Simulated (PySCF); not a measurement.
Run report: CH$_{7}$BrSi$_{2}$, geometry relaxation

System: CH$_{7}$BrSi$_{2}$, SMILES [SiH3]C[SiH2]Br.
Method: PBE0-D3(BJ)/def2-SVP geometry optimisation, gas phase (PySCF 2.14.0).

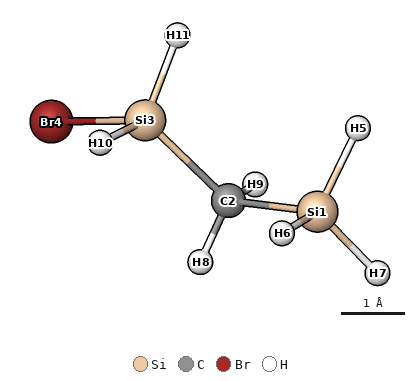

**Figure 1.** The starting structure (ball-and-stick view, seen at a tilt; atoms are numbered from 1 in the order of the input). Bond lengths as drawn: Br–Si 2.19 Å, C–H 1.08 to 1.09 Å, C–Si 1.90 to 1.91 Å and H–Si 1.45 to 1.49 Å.

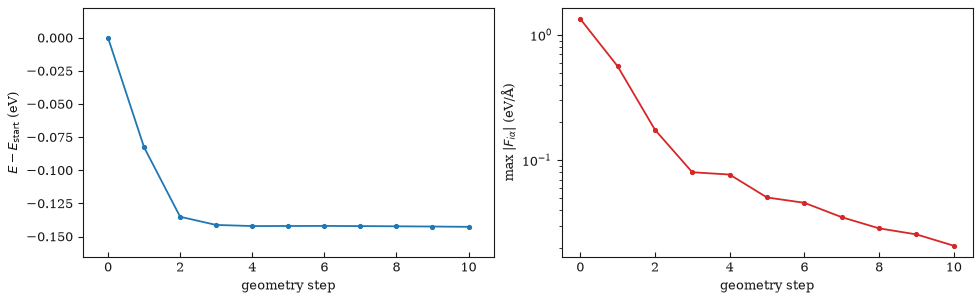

**Figure 2.** Progress of the relaxation, step by step (steps are counted from 0).

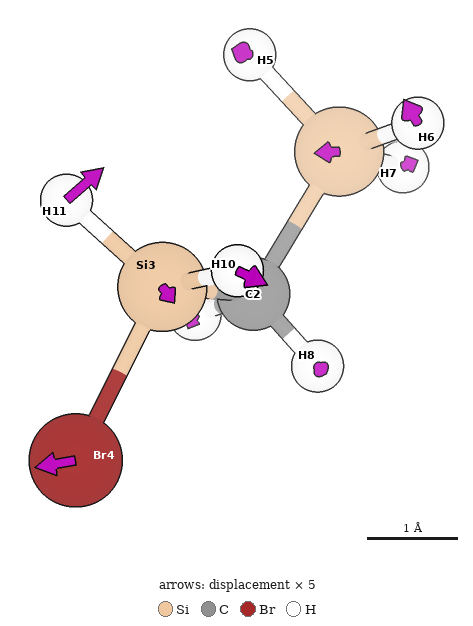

**Figure 3.** The starting structure with the displacements as pink arrows, magnified 5 times (ball-and-stick view, seen at a tilt). The two geometries are laid on each other by the best rigid fit. The atom that moves furthest after the best rigid fit is H11 (0.11 Å). Largest moves by element: H 0.11 Å, Br 0.10 Å, Si 0.06 Å, C 0.01 Å. Among the contacts that change: Si1–H7 1.448 → 1.494 Å, Si1–H6 1.450 → 1.495 Å, Si3–Br4 2.192 → 2.234 Å, C2–Si3 1.900 → 1.868 Å. Among the angles that change: H6–Si1–H7 112.4° → 108.9°, C2–Si1–H5 106.8° → 110.0°, C2–Si3–Br4 107.3° → 110.1°. The energy falls by 0.143 eV in 10 geometry steps. The largest force component goes from 1.3 to 0.021 eV/Å. (Atoms are counted from 1 in the order of the input.)

The input and output of the run follow.

**The input**
```
{"job": {"xc": "PBE0", "basis": "def2-SVP", "d3": "d3bj", "grid": 1, "maxiter": 30, "shake": 0.01, "kind": "geom"}, "charge": 0, "multiplicity": 1}
Si     1.516980     0.377350     0.493390
C      0.287640    -0.349290    -0.782330
Si    -1.548470    -0.071020    -0.381270
Br    -2.716340    -1.011950    -1.979280
H      1.260200     1.839460     0.553590
H      1.228850    -0.195180     1.794320
H      2.878240     0.126330     0.068380
H      0.499820    -1.411040    -0.869470
H      0.506580     0.081190    -1.745160
H     -1.951870    -0.743930     0.858340
H     -1.923510     1.332220    -0.391920
```

The first line tells a small driver script what to run in PySCF; the rest is the geometry in Å.

Command:
```bash
OMP_NUM_THREADS=1 python <driver script> task.json out
```

**What the program printed**
```
step   0  E = -3194.39082295  max force = 0.026156
step   1  E = -3194.39385980  max force = 0.010949
step   2  E = -3194.39578713  max force = 0.003401
step   3  E = -3194.39601420  max force = 0.001556
step   4  E = -3194.39604496  max force = 0.001491
step   5  E = -3194.39604382  max force = 0.000979
step   6  E = -3194.39604124  max force = 0.000887
step   7  E = -3194.39604619  max force = 0.000681
step   8  E = -3194.39605175  max force = 0.000554
step   9  E = -3194.39605854  max force = 0.000495
step  10  E = -3194.39606667  max force = 0.000403
optimisation converged
```

**Trajectory as extended XYZ (Å, eV, eV/Å), 11 frames, from step=0 to step=10**
```
11
Properties=species:S:1:pos:R:3:forces:R:3 step=0 energy=-86923.80178
Si    1.5170    0.3774    0.4934   -1.2736   0.2853  -0.9613
C     0.2876   -0.3493   -0.7823   -0.2338   0.4641   1.3450
Si   -1.5485   -0.0710   -0.3813    1.1232  -0.5652  -0.2927
Br   -2.7163   -1.0119   -1.9793   -0.4776  -0.3639  -0.6302
H     1.2602    1.8395    0.5536    0.1071   0.2206   0.0941
H     1.2288   -0.1952    1.7943   -0.0164  -0.3562   0.8136
H     2.8782    0.1263    0.0684    0.8639  -0.1674  -0.1550
H     0.4998   -1.4110   -0.8695   -0.0922  -0.6309  -0.0033
H     0.5066    0.0812   -1.7452    0.1011   0.4503  -0.8264
H    -1.9519   -0.7439    0.8583   -0.0350  -0.0734   0.4712
H    -1.9235    1.3322   -0.3919   -0.0668   0.7367   0.1449
11
Properties=species:S:1:pos:R:3:forces:R:3 step=1 energy=-86923.88442
Si    1.6197   -0.8374   -1.9689    0.3899  -0.2529   0.0017
C     0.7993   -1.8033   -3.3618   -0.3688  -0.3232  -0.5630
Si   -1.0756   -1.8947   -3.3414    0.1844   0.3241   0.2393
Br   -2.0185   -2.9408   -5.0922    0.2389   0.1470   0.2224
H     1.2644    0.6119   -1.9705   -0.0857  -0.0166  -0.0603
H     1.2978   -1.4192   -0.6274   -0.0631   0.0285  -0.0629
H     3.0979   -0.9809   -2.1961   -0.0889   0.1182   0.1142
H     1.1863   -2.8415   -3.3712    0.0887   0.1759   0.0741
H     1.1044   -1.3457   -4.3251    0.0164  -0.0524   0.1587
H    -1.5069   -2.5889   -2.0973   -0.1142  -0.0949  -0.0373
H    -1.5656   -0.4859   -3.3166   -0.1975  -0.0537  -0.0869
11
Properties=species:S:1:pos:R:3:forces:R:3 step=2 energy=-86923.93686
Si    1.6431   -0.8650   -1.9862    0.1662  -0.0479   0.0044
C     0.7972   -1.8132   -3.3762   -0.1097  -0.0871  -0.1749
Si   -1.0713   -1.8588   -3.3040    0.0283   0.1282   0.1547
Br   -1.9685   -2.9001   -5.0587    0.0273  -0.0279  -0.0646
H     1.2542    0.5760   -2.0087   -0.0361   0.0125  -0.0049
H     1.2934   -1.4399   -0.6519   -0.0369  -0.0007  -0.0060
H     3.1239   -0.9681   -2.1726   -0.0157   0.0336   0.0352
H     1.1855   -2.8468   -3.3832   -0.0232   0.0105   0.0199
H     1.1010   -1.3566   -4.3353   -0.0156  -0.0013   0.0268
H    -1.5368   -2.5835   -2.0869    0.0133   0.0080  -0.0028
H    -1.6186   -0.4704   -3.3048    0.0021  -0.0277   0.0121
11
Properties=species:S:1:pos:R:3:forces:R:3 step=3 energy=-86923.94304
Si    1.6561   -0.8807   -1.9986    0.0101   0.0049  -0.0128
C     0.7913   -1.8203   -3.3885    0.0800   0.0038  -0.0208
Si   -1.0706   -1.8397   -3.2842   -0.0359   0.0223   0.0549
Br   -1.9622   -2.8762   -5.0475   -0.0131  -0.0160  -0.0376
H     1.2531    0.5583   -2.0250   -0.0028  -0.0031   0.0071
H     1.2865   -1.4547   -0.6692   -0.0095  -0.0052   0.0026
H     3.1384   -0.9684   -2.1628    0.0038  -0.0030  -0.0024
H     1.1671   -2.8576   -3.3977   -0.0326  -0.0201  -0.0003
H     1.0890   -1.3645   -4.3483   -0.0138   0.0039  -0.0113
H    -1.5295   -2.5697   -2.0684    0.0071   0.0086   0.0050
H    -1.6161   -0.4529   -3.2785    0.0067   0.0040   0.0156
11
Properties=species:S:1:pos:R:3:forces:R:3 step=4 energy=-86923.94388
Si    1.6656   -0.8919   -2.0086   -0.0304   0.0093  -0.0061
C     0.7894   -1.8243   -3.3973    0.0767   0.0206   0.0145
Si   -1.0721   -1.8266   -3.2703   -0.0234  -0.0134  -0.0064
Br   -1.9772   -2.8546   -5.0352   -0.0114   0.0049   0.0032
H     1.2620    0.5474   -2.0318    0.0084  -0.0050   0.0052
H     1.2873   -1.4667   -0.6814    0.0055  -0.0045   0.0008
H     3.1479   -0.9799   -2.1677    0.0071  -0.0114  -0.0105
H     1.1517   -2.8663   -3.4101   -0.0244  -0.0119  -0.0043
H     1.0810   -1.3693   -4.3593   -0.0146  -0.0018  -0.0112
H    -1.5233   -2.5576   -2.0526    0.0027   0.0037   0.0041
H    -1.6090   -0.4369   -3.2543    0.0038   0.0092   0.0106
11
Properties=species:S:1:pos:R:3:forces:R:3 step=5 energy=-86923.94385
Si    1.6805   -0.9094   -2.0243   -0.0388   0.0049   0.0016
C     0.7849   -1.8285   -3.4093    0.0238   0.0246   0.0338
Si   -1.0757   -1.8067   -3.2502   -0.0049  -0.0300  -0.0503
Br   -2.0124   -2.8184   -5.0106   -0.0020   0.0179   0.0329
H     1.2855    0.5325   -2.0387    0.0143  -0.0041  -0.0008
H     1.2981   -1.4854   -0.6983    0.0160  -0.0041  -0.0031
H     3.1617   -1.0074   -2.1870    0.0060  -0.0129  -0.0119
H     1.1257   -2.8777   -3.4289   -0.0031   0.0008  -0.0051
H     1.0657   -1.3754   -4.3753   -0.0077  -0.0052  -0.0047
H    -1.5144   -2.5388   -2.0290   -0.0028  -0.0013   0.0038
H    -1.5964   -0.4113   -3.2171   -0.0008   0.0094   0.0038
11
Properties=species:S:1:pos:R:3:forces:R:3 step=6 energy=-86923.94378
Si    1.6944   -0.9241   -2.0373   -0.0180  -0.0017   0.0040
C     0.7781   -1.8296   -3.4167   -0.0298   0.0170   0.0316
Si   -1.0811   -1.7905   -3.2346    0.0070  -0.0224  -0.0456
Br   -2.0459   -2.7891   -4.9867    0.0037   0.0135   0.0284
H     1.3143    0.5216   -2.0419    0.0118  -0.0013  -0.0041
H     1.3176   -1.5016   -0.7103    0.0149  -0.0035  -0.0040
H     3.1732   -1.0376   -2.2136    0.0024  -0.0080  -0.0081
H     1.1028   -2.8838   -3.4425    0.0131   0.0059  -0.0045
H     1.0495   -1.3783   -4.3861    0.0020  -0.0033   0.0000
H    -1.5108   -2.5230   -2.0103   -0.0045  -0.0012   0.0031
H    -1.5887   -0.3904   -3.1888   -0.0027   0.0050  -0.0007
11
Properties=species:S:1:pos:R:3:forces:R:3 step=7 energy=-86923.94391
Si    1.6952   -0.9242   -2.0372   -0.0156  -0.0008   0.0040
C     0.7773   -1.8290   -3.4158   -0.0301   0.0147   0.0282
Si   -1.0819   -1.7907   -3.2350    0.0057  -0.0167  -0.0350
Br   -2.0463   -2.7893   -4.9866    0.0022   0.0101   0.0217
H     1.3166    0.5219   -2.0411    0.0111  -0.0005  -0.0042
H     1.3201   -1.5014   -0.7097    0.0136  -0.0042  -0.0032
H     3.1736   -1.0393   -2.2160    0.0018  -0.0072  -0.0072
H     1.1023   -2.8830   -3.4415    0.0130   0.0049  -0.0062
H     1.0486   -1.3776   -4.3852    0.0034  -0.0040  -0.0007
H    -1.5123   -2.5233   -2.0109   -0.0035  -0.0002   0.0029
H    -1.5900   -0.3906   -3.1896   -0.0018   0.0039  -0.0003
11
Properties=species:S:1:pos:R:3:forces:R:3 step=8 energy=-86923.94407
Si    1.6959   -0.9240   -2.0369   -0.0134  -0.0001   0.0036
C     0.7763   -1.8281   -3.4144   -0.0285   0.0131   0.0257
Si   -1.0830   -1.7911   -3.2357    0.0044  -0.0108  -0.0235
Br   -2.0448   -2.7903   -4.9877   -0.0013   0.0069   0.0150
H     1.3191    0.5225   -2.0400    0.0104   0.0005  -0.0043
H     1.3230   -1.5009   -0.7087    0.0124  -0.0052  -0.0020
H     3.1739   -1.0409   -2.2186    0.0011  -0.0061  -0.0060
H     1.1018   -2.8820   -3.4399    0.0132   0.0037  -0.0087
H     1.0475   -1.3766   -4.3838    0.0053  -0.0052  -0.0017
H    -1.5145   -2.5238   -2.0120   -0.0025   0.0008   0.0023
H    -1.5921   -0.3912   -3.1910   -0.0010   0.0024  -0.0003
11
Properties=species:S:1:pos:R:3:forces:R:3 step=9 energy=-86923.94425
Si    1.6971   -0.9238   -2.0364   -0.0111   0.0001   0.0027
C     0.7747   -1.8269   -3.4126   -0.0255   0.0111   0.0228
Si   -1.0846   -1.7914   -3.2363    0.0041  -0.0059  -0.0129
Br   -2.0425   -2.7917   -4.9893   -0.0052   0.0050   0.0100
H     1.3229    0.5234   -2.0384    0.0092   0.0010  -0.0042
H     1.3272   -1.5005   -0.7074    0.0107  -0.0057  -0.0013
H     3.1744   -1.0434   -2.2224    0.0007  -0.0047  -0.0045
H     1.1009   -2.8806   -3.4380    0.0124   0.0031  -0.0111
H     1.0459   -1.3754   -4.3820    0.0068  -0.0065  -0.0023
H    -1.5177   -2.5243   -2.0133   -0.0017   0.0014   0.0017
H    -1.5950   -0.3919   -3.1925   -0.0005   0.0011  -0.0008
11
Properties=species:S:1:pos:R:3:forces:R:3 step=10 energy=-86923.94447
Si    1.6985   -0.9234   -2.0356   -0.0059  -0.0009   0.0009
C     0.7724   -1.8251   -3.4100   -0.0207   0.0073   0.0165
Si   -1.0870   -1.7918   -3.2374    0.0040  -0.0014  -0.0018
Br   -2.0397   -2.7942   -4.9915   -0.0087   0.0041   0.0059
H     1.3285    0.5248   -2.0360    0.0066   0.0009  -0.0037
H     1.3334   -1.5002   -0.7054    0.0076  -0.0053  -0.0009
H     3.1748   -1.0469   -2.2278    0.0005  -0.0025  -0.0023
H     1.1000   -2.8784   -3.4355    0.0097   0.0024  -0.0123
H     1.0439   -1.3736   -4.3794    0.0074  -0.0066  -0.0021
H    -1.5223   -2.5248   -2.0150   -0.0005   0.0020   0.0013
H    -1.5993   -0.3929   -3.1950    0.0001   0.0001  -0.0014
```

**Results in brief**

| quantity | value |
| --- | --- |
| outcome | converged |
| total energy | −3194.396067 hartree |
| dipole moment | 1.46 D |
| point group | C1 |
| hardware | 1 CPU thread, shared host |
| wall time | 65 s |
| peak memory | 0.5 GiB |
